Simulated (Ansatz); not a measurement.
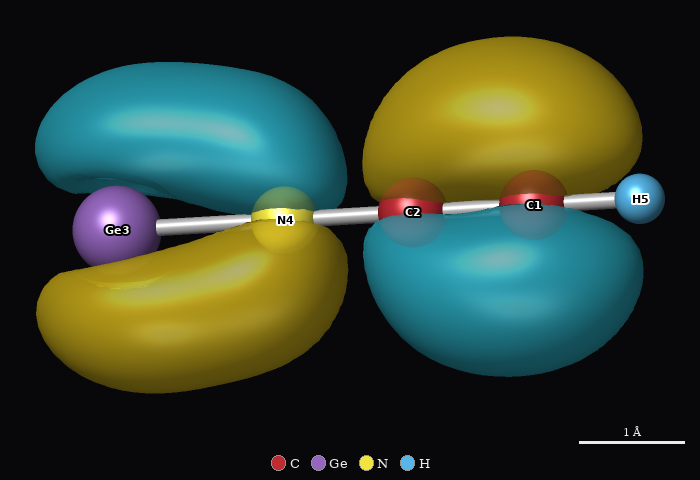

*C2HGeN. The HOMO at ±0.1 Å⁻³ᐟ² (yellow and cyan are the two phases), seen from one side.*

Geometry: B3LYP/6-31G*.

Level of theory: isolated molecule in a Gaussian basis; Kohn-Sham density functional theory, functional PBE0 (Ansatz 0.2.0).

The calculation's input:

```
crystal:
  periodic: [false, false, false]
  atoms:
    - {symbol: C, position_ang: [0.000000, 0.000000, -1.375213]}
    - {symbol: C, position_ang: [0.000000, 0.000000, -0.153719]}
    - {symbol: Ge, position_ang: [0.000000, 0.000000, 2.829138]}
    - {symbol: N, position_ang: [0.000000, 0.000000, 1.139253]}
    - {symbol: H, position_ang: [0.000000, 0.000000, -2.439459]}
basis:
  gaussian:
    orbitals: def2-TZVPD
hamiltonian:
  xc: pbe0
output: {forces: true, orbitals: {seedname: orbitals}}
```

Command:

```sh
ansatz run input.yaml --threads 1 --pin off --max-ram 2610MiB --events-out events.jsonl --progress --plain --runs-dir runs
```

> Describe this orbital and give its energy.

It lies mainly on C1 (about 35 %), C2 (about 20 %), N4 (about 20 %) and Ge3 (about 20 %); it vanishes on the molecular axis (π type). It is one of a degenerate set, so its orientation is arbitrary. Its energy is −6.60 eV.
